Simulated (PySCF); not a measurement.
C5H10BFSi (SMILES B[SiH2]/C=C\C(=C)CF)

Input file:

```
{"job": {"kind": "nmr", "xc": "PBE0", "basis": "pcSseg-1"}, "charge": 0, "multiplicity": 1}
B      0.600479     2.331692     0.258786
Si     1.912766     0.872565     0.319257
C      1.401503    -0.597938    -0.773839
C      0.238049    -1.244111    -0.906296
C     -1.015812    -1.027266    -0.203684
C     -2.085443    -1.783018    -0.467692
C     -1.127508     0.055779     0.831641
F     -1.013873     1.320680     0.246973
H      0.384973     2.948736     1.237587
H      0.431856     2.912498    -0.748299
H      3.282519     1.182929    -0.132029
H      2.141843     0.226917     1.642242
H      2.191745    -0.951840    -1.426195
H      0.166106    -2.053773    -1.627240
H     -3.027905    -1.639543     0.032989
H     -2.046944    -2.578186    -1.191767
H     -2.108332     0.040847     1.315898
H     -0.334782    -0.010649     1.580010
```

Run with:

```sh
OMP_NUM_THREADS=1 python probes_run.py task.json out
```

Geometry: GFN2-xTB.

Level of theory: PySCF, PBE0/pcSseg-1, SCF density, gas phase, non-relativistic.

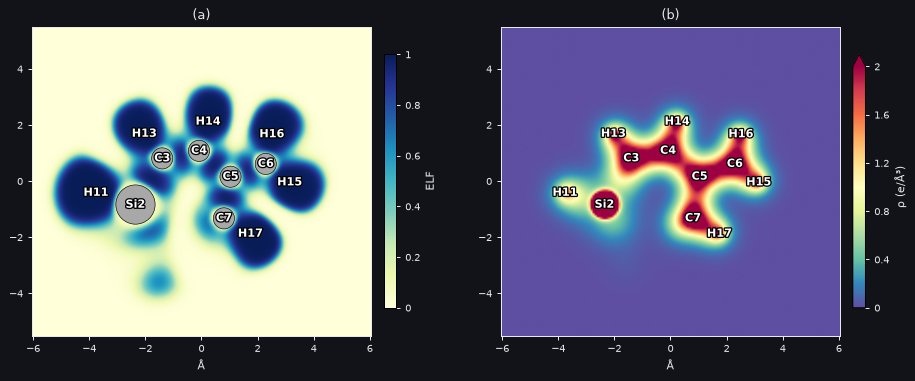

Figure 1. (a) ELF; (b) electron density on the plane of atoms C5, C4 and H14. Grey discs cover the atomic cores in the ELF map.

> Interpret the plot.

The section cuts through Si, C and H sites. C–C (1.34 Å): ρ at the midpoint is about 2.3 e/Å³; the ELF peaks at about 0.95 between the atoms (a multiple bond). C–Si (1.90 Å): ρ at the midpoint is about 0.89 e/Å³; the ELF peaks at about 0.95 between the atoms, as expected for a covalent bond. C–H (1.08 Å): the density is about 2 e/Å³ at the midpoint; the ELF climbs to about 1 towards the hydrogen, as it does in any bond to H; a covalent bond by its length. C–C (1.45 Å): ρ is about 1.9 e/Å³ halfway; the ELF peaks at about 0.95 between the atoms; a covalent bond. C–C (1.50 Å): ρ at the midpoint is about 1.8 e/Å³; the ELF peaks at about 0.95 between the atoms: localised, covalent bonding.

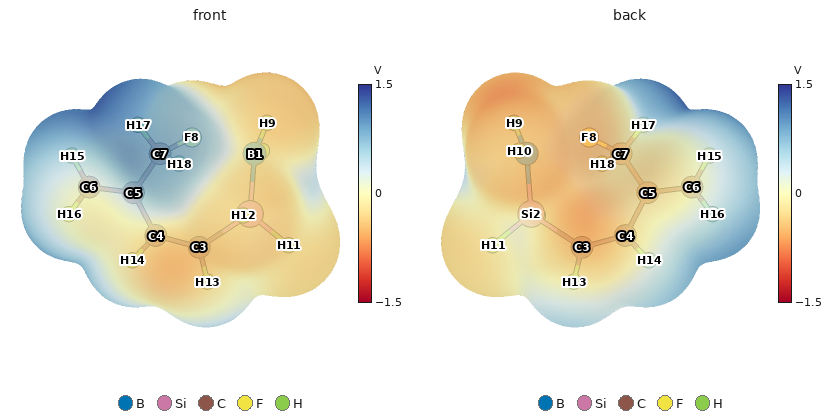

Figure 2. The molecular electrostatic potential painted on the density surface at 0.001 e/bohr³, seen from the front and from behind; the colour scale runs from red (negative) to blue (positive).

> Where is the surface potential most negative and most positive?

The most negative region (about −0.7 V) lies over H10, the most positive (about +1.3 V) over H15 and H17.

> What dipole moment does the calculation give?

Its dipole moment is 3.13 D.
